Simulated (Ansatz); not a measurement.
**TiO2 (titanium dioxide): levels of theory compared**

Aim: a comparison of 6 runs (HF/STO-3G, HF/def2-SVP, B3LYP/STO-3G, PBE0/def2-SVP, B3LYP/6-31G*, PBE/cc-pVTZ) of TiO2 (titanium dioxide). 

Program for the calculation: Ansatz 0.2.0.

3 further runs of the same task are left out: 1 for a known fault of the program, 2 set aside as unsound or not needed.

### Step 1. Starting point

TiO2 has 3 atoms, charge 0, and is taken as a singlet. SMILES: `[O]=[Ti]=[O]`. Geometry: relaxed at PBE0-D4/def2-TZVP.

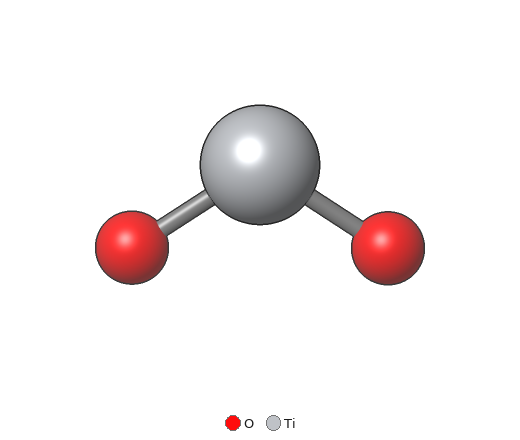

Viewed from a chosen angle; oxygen red, titanium light grey.

### Step 2. Energy and gradient at HF/STO-3G (run 1)

Contents of run.yaml:

```yaml
crystal:
  periodic: [false, false, false]
  atoms:
    - {symbol: O, position_ang: [0.921000, 0.928800, 0.444600]}
    - {symbol: Ti, position_ang: [0.135000, -0.492000, 0.331600]}
    - {symbol: O, position_ang: [-1.056100, -0.436800, -0.776200]}
basis:
  gaussian:
    orbitals: STO-3G
hamiltonian:
  xc: hf
accuracy: high
output: {forces: true, orbitals: {seedname: orbitals}}
```

On the command line:

```console
ansatz run run.yaml --threads 1 --pin off --max-ram 2610MiB --events-out events.jsonl --progress --plain --runs-dir runs
```

Log:

```text
Warning: RAYON_NUM_THREADS=1 ignored (pool sized by the plan → 1); use --threads N
Functional definition: HF
  name "HF"
  exchange = exact_x
  correlation = 0
589 factors; integrals over basis functions are off by at most 1.5e-8 eV
mean field evaluation 1: about -26856.3781 eV, gradient 6.0e1 eV
mean field evaluation 2: about -26856.4118 eV, gradient 6.1e1 eV
mean field evaluation 4: about -26869.6724 eV, gradient 4.8e0 eV
mean field evaluation 8: about -26869.9665 eV, gradient 2.2e-1 eV
mean field evaluation 16: about -26869.9541 eV, gradient 1.9e-8 eV
mean field evaluation 32: about -26860.6887 eV, gradient 4.9e0 eV
mean field -26869.95411883 eV, -987.4526007581 hartree, gradient 1.9e-8 eV, S^2 0.000000; 0 other end points of the search recorded, 0 dependent functions left out
the calculation of the forces begins
reference -26869.95411883 eV, -987.4526007581 hartree; 19, 19 occupied and 9, 9 virtual orbitals, 589 factors
Total energy: -26869.95411883 eV, -987.4526007581 hartree
Atom 0 at     0.921000     0.928800     0.444600 Å, force     0.200788    -0.345771     0.329446 eV/Å
Atom 1 at     0.135000    -0.492000     0.331600 Å, force    -0.219667     0.814328    -0.545355 eV/Å
Atom 2 at    -1.056100    -0.436800    -0.776200 Å, force     0.018878    -0.468557     0.215909 eV/Å
Dipole moment:     0.302767    -1.103227     0.743536 e Å
```

Wall time 0.53 s (1 thread of Arm Neoverse V2, shared host); peak memory 0.21 GiB.

### Step 3. Energy and forces at HF/def2-SVP (run 2)

Contents of job.yaml:

```yaml
crystal:
  periodic: [false, false, false]
  atoms:
    - symbol: O
      position_ang: [0.921000, 0.928800, 0.444600]
    - symbol: Ti
      position_ang: [0.135000, -0.492000, 0.331600]
    - symbol: O
      position_ang: [-1.056100, -0.436800, -0.776200]
basis:
  gaussian:
    orbitals: def2-SVP
hamiltonian:
  xc: hf
accuracy: high
output:
  forces: true
  orbitals: {seedname: orbitals}
```

On the command line:

```console
ansatz run job.yaml --threads 1 --pin off --max-ram 2610MiB --events-out events.jsonl --progress --plain --runs-dir runs
```

Log:

```text
Warning: RAYON_NUM_THREADS=1 ignored (pool sized by the plan → 1); use --threads N
[... 4 set-up lines as earlier in the session ...]
1265 factors; integrals over basis functions are off by at most 4.2e-9 eV
mean field evaluation 1: about -27135.8943 eV, gradient 8.6e1 eV
mean field evaluation 2: about -27136.0532 eV, gradient 8.6e1 eV
mean field evaluation 4: about -27152.2394 eV, gradient 2.2e1 eV
mean field evaluation 8: about -27153.1554 eV, gradient 1.1e0 eV
mean field evaluation 16: about -27153.1663 eV, gradient 1.5e-8 eV
mean field evaluation 32: about -27137.0271 eV, gradient 3.0e1 eV
mean field evaluation 64: about -27140.8443 eV, gradient 3.8e0 eV
mean field evaluation 96: about -27144.4989 eV, gradient 1.2e1 eV
mean field -27153.16630030 eV, -997.8604564587 hartree, gradient 1.8e-8 eV, S^2 0.000000; 0 other end points of the search recorded, 0 dependent functions left out
the calculation of the forces begins
reference -27153.16630030 eV, -997.8604564587 hartree; 19, 19 occupied and 40, 40 virtual orbitals, 1265 factors
Total energy: -27153.16630030 eV, -997.8604564587 hartree
Atom 0 at     0.921000     0.928800     0.444600 Å, force    -0.619992    -1.781088     0.190938 eV/Å
Atom 1 at     0.135000    -0.492000     0.331600 Å, force    -0.621938     2.274418    -1.530832 eV/Å
Atom 2 at    -1.056100    -0.436800    -0.776200 Å, force     1.241931    -0.493329     1.339894 eV/Å
Dipole moment:     0.368861    -1.344214     0.905915 e Å
```

It took 1.8 s on 1 thread of Arm Neoverse V2, shared host; peak memory 0.14 GiB.

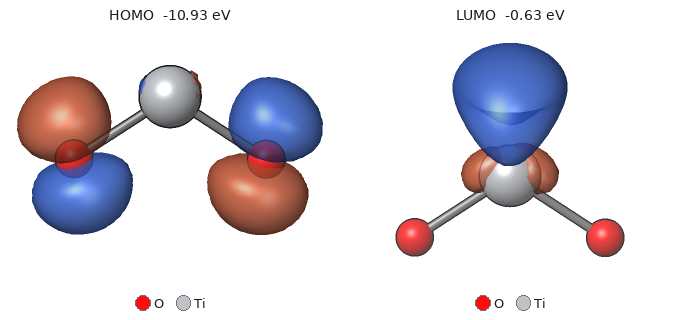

Frontier orbitals of this run, surfaces at ±0.2 Å^-3/2.

Runs 3 to 5 aren't shown in full; the table further down has their settings and results.

### Step 4. Energy and forces at PBE/cc-pVTZ (run 6)

Contents of job.yaml:

```yaml
crystal:
  periodic: [false, false, false]
  atoms:
    - {symbol: O, position_ang: [0.921000, 0.928800, 0.444600]}
    - {symbol: Ti, position_ang: [0.135000, -0.492000, 0.331600]}
    - {symbol: O, position_ang: [-1.056100, -0.436800, -0.776200]}
basis:
  gaussian: {orbitals: cc-pVTZ}
hamiltonian: {xc: pbe}
accuracy: high
output: {forces: true, orbitals: {seedname: orbitals}}
```

On the command line:

```console
ansatz run job.yaml --threads 1 --pin off --max-ram 2610MiB --events-out events.jsonl --progress --plain --runs-dir runs
```

Log:

```text
Warning: RAYON_NUM_THREADS=1 ignored (pool sized by the plan → 1); use --threads N
Functional definition: PBE
  name "PBE"
  parameter kappa = 0.804
  parameter beta = 0.06672455060314922
  exchange = pbe_x(kappa = kappa, mu = beta*pi^2/3)
  correlation = pbe_c(beta = beta)
2095 factors; integrals over basis functions are off by at most 3.3e-9 eV
mean field evaluation 1: about -27185.9156 eV, gradient 1.0e2 eV
mean field evaluation 2: about -26671.8863 eV, gradient 5.0e2 eV
mean field evaluation 4: about -27200.9896 eV, gradient 3.2e1 eV
mean field evaluation 8: about -27202.8871 eV, gradient 5.9e-1 eV
mean field evaluation 16: about -27202.8889 eV, gradient 4.3e-4 eV
mean field -27202.88893706 eV, -999.6877296564 hartree, gradient 9.4e-8 eV, S^2 0.000000; 0 other end points of the search recorded, 0 dependent functions left out
the calculation of the forces begins
reference -27202.88894126 eV, -999.6877298111 hartree; 19, 19 occupied and 109, 109 virtual orbitals, 2095 factors
Total energy: -27202.88894126 eV, -999.6877298111 hartree
Atom 0 at     0.921000     0.928800     0.444600 Å, force     0.465288     1.049230    -0.021391 eV/Å
Atom 1 at     0.135000    -0.492000     0.331600 Å, force     0.338226    -1.223832     0.826969 eV/Å
Atom 2 at    -1.056100    -0.436800    -0.776200 Å, force    -0.803514     0.174602    -0.805578 eV/Å
Dipole moment:     0.288959    -1.053030     0.709676 e Å
```

It took 13 s on 1 thread of Arm Neoverse V2, shared host; peak memory 0.34 GiB.

### Step 5. The series

```tsv
run	level	energy (Eh)	dipole moment (D)	HOMO energy (eV)	LUMO energy (eV)	wall time
1	HF/STO-3G	-987.452601	6.55	-6.47	3.17	0.53 s
2	HF/def2-SVP	-997.860456	7.98	-10.93	-0.63	1.8 s
3	B3LYP/STO-3G	-989.064713	4.84	-2.86	-0.67	2.3 s
4	PBE0/def2-SVP	-999.356148	6.64	-6.84	-2.47	4.8 s
5	B3LYP/6-31G* (spherical functions)	-999.892739	6.57	-6.50	-3.00	5.4 s
6	PBE/cc-pVTZ	-999.687730	6.26	-5.74	-3.50	13 s
```

### Step 6. Results

| quantity | value |
| --- | --- |
| run 6: total energy | -999.68773 Eh |
| run 6: dipole moment | 6.26 D |
| run 6: HOMO energy | -5.74 eV |
| run 6: LUMO energy | -3.50 eV |
| run 6: HOMO–LUMO gap | 2.24 eV |
| run 6: largest force on an atom | 1.515 eV/Å |

What this shows: The dipole moment (its size) runs from 4.84 D (B3LYP/STO-3G) to 7.98 D (HF/def2-SVP). The two ends differ in method and basis. The HOMO–LUMO gap runs from 2.19 eV (B3LYP/STO-3G) to 10.30 eV (HF/def2-SVP). Totals of different functionals can't be ranked against each other. In runs 1, 3 the basis is minimal, so the values are rough. All runs together took 28 s, the longest 13 s.
